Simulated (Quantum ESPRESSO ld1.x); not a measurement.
Te³⁺: atomic calculation

System: the Te³⁺ ion in the configuration [Kr] 4d10 5s2 5p1 (high spin).
Method: non-relativistic Kohn-Sham, LDA (Slater exchange, VWN5 correlation), spin-polarised, spherical densities, point nucleus (Quantum ESPRESSO ld1.x 7.5).

Input file:
```
 &input
    atom='Te',
    iswitch=1,
    rel=0,
    lsd=1,
    dft='SLA-VWN',
    config='[Kr] 4d10 5s2 5p1',
    prefix='ld1',
    max_out_wfc=37,
    file_charge='ld1.rho',
 /
```

The program's output:
```
     Program LD1 v.7.5 starts

     --------------------------- All-electron run ----------------------------

     atomic number is 52.00
     dft =SLA-VWN   lsd =1 sic =0 latt =0  beta=0.20 tr2=1.0E-14
     Exchange-correlation= SLA-VWN
                           (   1   2   0   0   0   0   0)
     mesh =1945 r(mesh) =  99.55958 a.u. xmin = -7.00 dx = 0.00800
     1 Ry =  13.60569312 eV

     n l     nl                  e(Ry)          e(Ha)          e(eV)
     1 0     1S 1( 1.00)     -2233.9691     -1116.9846    -30394.6986
     2 0     2S 1( 1.00)      -336.3292      -168.1646     -4575.9914
     2 1     2P 1( 3.00)      -315.9059      -157.9529     -4298.1186
     3 0     3S 1( 1.00)       -68.5528       -34.2764      -932.7085
     3 1     3P 1( 3.00)       -59.9999       -29.9999      -816.3397
     4 0     4S 1( 1.00)       -13.4059        -6.7030      -182.3969
     4 1     4P 1( 3.00)       -10.4585        -5.2292      -142.2950
     3 2     3D 1( 5.00)       -44.0542       -22.0271      -599.3880
     4 2     4D 1( 5.00)        -5.4653        -2.7327       -74.3595
     5 0     5S 1( 1.00)        -3.0749        -1.5374       -41.8355
     5 1     5P 1( 1.00)        -2.3678        -1.1839       -32.2162
     1 0     1S 2( 1.00)     -2233.9661     -1116.9831    -30394.6575
     2 0     2S 2( 1.00)      -336.3276      -168.1638     -4575.9701
     2 1     2P 2( 3.00)      -315.9035      -157.9517     -4298.0856
     3 0     3S 2( 1.00)       -68.5500       -34.2750      -932.6705
     3 1     3P 2( 3.00)       -59.9968       -29.9984      -816.2985
     4 0     4S 2( 1.00)       -13.3996        -6.6998      -182.3112
     4 1     4P 2( 3.00)       -10.4513        -5.2257      -142.1976
     3 2     3D 2( 5.00)       -44.0514       -22.0257      -599.3500
     4 2     4D 2( 5.00)        -5.4535        -2.7267       -74.1983
     5 0     5S 2( 1.00)        -3.0121        -1.5060       -40.9812
     5 1     5P 2( 0.00)        -2.3028        -1.1514       -31.3315

     final scf error:  5.8E-15 reached in  34 iterations

     Etot =  -13213.221766 Ry,   -6606.610883 Ha, -179775.040511 eV
     Total magnetization:    1.00 Bohr mag.

     Ekin =   13206.181363 Ry,    6603.090681 Ha,  179679.250951 eV
     Encl =  -31284.509444 Ry,  -15642.254722 Ha, -425647.435001 eV
     Eh   =    5194.422056 Ry,    2597.211028 Ha,   70673.712447 eV
     Exc  =    -329.315741 Ry,    -164.657870 Ha,   -4480.568908 eV

     normalization and overlap integrals

     s(1S/1S) =  1.000000  <r> =   0.0293  <r2> =    0.0011  r(max) =   0.0194
     s(1S/2S) = -0.000000
     s(1S/3S) =  0.000000
     s(1S/4S) =  0.000000
     s(1S/5S) =  0.000000
     s(2S/2S) =  1.000000  <r> =   0.1261  <r2> =    0.0187  r(max) =   0.1074
     s(2S/3S) =  0.000000
     s(2S/4S) = -0.000000
     s(2S/5S) = -0.000000
     s(2P/2P) =  1.000000  <r> =   0.1074  <r2> =    0.0140  r(max) =   0.0838
     s(2P/3P) = -0.000000
     s(2P/4P) =  0.000000
     s(2P/5P) = -0.000000
     s(3S/3S) =  1.000000  <r> =   0.3363  <r2> =    0.1290  r(max) =   0.3063
     s(3S/4S) = -0.000000
     s(3S/5S) = -0.000000
     s(3P/3P) =  1.000000  <r> =   0.3267  <r2> =    0.1236  r(max) =   0.2919
     s(3P/4P) = -0.000000
     s(3P/5P) = -0.000000
     s(4S/4S) =  1.000000  <r> =   0.7946  <r2> =    0.7136  r(max) =   0.7267
     s(4S/5S) =  0.000000
     s(4P/4P) =  1.000000  <r> =   0.8333  <r2> =    0.7919  r(max) =   0.7503
     s(4P/5P) =  0.000000
     s(3D/3D) =  1.000000  <r> =   0.2972  <r2> =    0.1045  r(max) =   0.2390
     s(3D/4D) = -0.000000
     s(4D/4D) =  1.000000  <r> =   0.9595  <r2> =    1.0786  r(max) =   0.8063
     s(5S/5S) =  1.000000  <r> =   1.9832  <r2> =    4.3995  r(max) =   1.7946
     s(5P/5P) =  1.000000  <r> =   2.2375  <r2> =    5.6156  r(max) =   2.0072
     s(1S/1S) =  1.000000  <r> =   0.0293  <r2> =    0.0011  r(max) =   0.0194
     s(1S/2S) = -0.000000
     s(1S/3S) =  0.000000
     s(1S/4S) =  0.000000
     s(1S/5S) =  0.000000
     s(2S/2S) =  1.000000  <r> =   0.1261  <r2> =    0.0187  r(max) =   0.1074
     s(2S/3S) =  0.000000
     s(2S/4S) =  0.000000
     s(2S/5S) = -0.000000
     s(2P/2P) =  1.000000  <r> =   0.1074  <r2> =    0.0140  r(max) =   0.0838
     s(2P/3P) = -0.000000
     s(2P/4P) =  0.000000
     s(2P/5P) = -0.000000
     s(3S/3S) =  1.000000  <r> =   0.3363  <r2> =    0.1290  r(max) =   0.3063
     s(3S/4S) = -0.000000
     s(3S/5S) = -0.000000
     s(3P/3P) =  1.000000  <r> =   0.3267  <r2> =    0.1236  r(max) =   0.2919
     s(3P/4P) =  0.000000
     s(3P/5P) =  0.000000
     s(4S/4S) =  1.000000  <r> =   0.7944  <r2> =    0.7131  r(max) =   0.7267
     s(4S/5S) = -0.000000
     s(4P/4P) =  1.000000  <r> =   0.8329  <r2> =    0.7909  r(max) =   0.7503
     s(4P/5P) = -0.000000
     s(3D/3D) =  1.000000  <r> =   0.2972  <r2> =    0.1045  r(max) =   0.2390
     s(3D/4D) =  0.000000
     s(4D/4D) =  1.000000  <r> =   0.9572  <r2> =    1.0725  r(max) =   0.8063
     s(5S/5S) =  1.000000  <r> =   1.9798  <r2> =    4.3898  r(max) =   1.7803
     s(5P/5P) =  1.000000  <r> =   2.2419  <r2> =    5.6474  r(max) =   1.9912

     ------------------------ End of All-electron run ------------------------
```

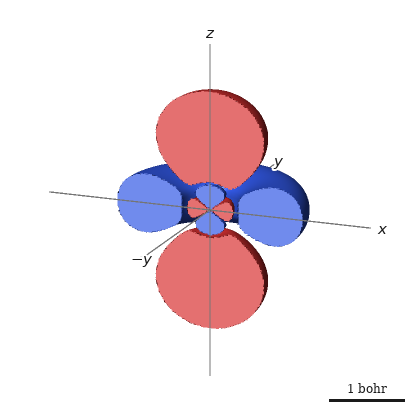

One occupied orbital of down spin is shown. The surface of constant |ψ| that holds about 85 % of the electron is drawn, red where ψ is positive and blue where it is negative, with the half in front of the xz plane cut away and the cut face painted. The radial function comes from the spherical calculation and is multiplied by a real spherical harmonic; the overall sign is chosen so that the largest lobe of P(r) is positive. It is 4d(z²) of down spin. It has two nodal cones about z and 1 radial node, at r = 0.364 bohr. The outermost maximum of P² lies at 0.806 bohr, ⟨r⟩ = 0.957 bohr, 90 % of the charge lies within 1.46 bohr, and the eigenvalue is −74.2 eV, with 5 electrons in the shell for this spin.

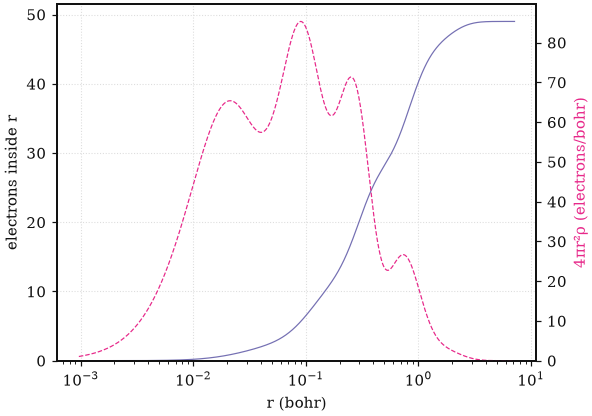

The number of electrons inside radius r (solid) and the radial density 4πr²ρ (dashed). The count levels off at 49 electrons. Half of them lie within 0.379 bohr, 90 % within 1.30 bohr and 99 % within 2.73 bohr. The radial density has minima at 0.0401, 0.169 and 0.536 bohr, where the count stands at 2.0, 11.4 and 29.0; these part the shells that the density resolves.

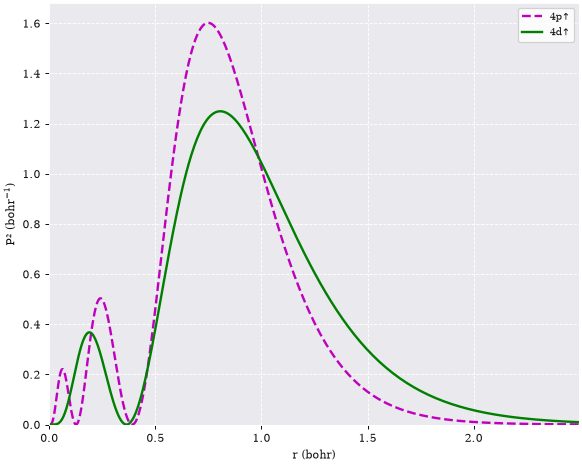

The radial probability densities P² of 4p up and 4d up. 4p up: outer maximum at 0.750 bohr, ⟨r⟩ = 0.833 bohr, 2 nodes, eigenvalue −142.3 eV; 4d up: outer maximum at 0.806 bohr, ⟨r⟩ = 0.960 bohr, 1 node, eigenvalue −74.4 eV.

Results in brief:

- outcome: converged
- total energy: −6606.6109 hartree
- kinetic energy: 6603.0907 hartree
- electron–nucleus energy: −15642.2547 hartree
- Hartree energy: 2597.2110 hartree
- exchange–correlation energy: −164.657871 hartree
- radius at density 0.001 e/bohr³: 3.65 bohr
- SCF iterations: 34
- hardware: 1 CPU thread, shared host
- wall time: 0.72 s

Remarks:

Relativity is left out, which matters for an atom this heavy.
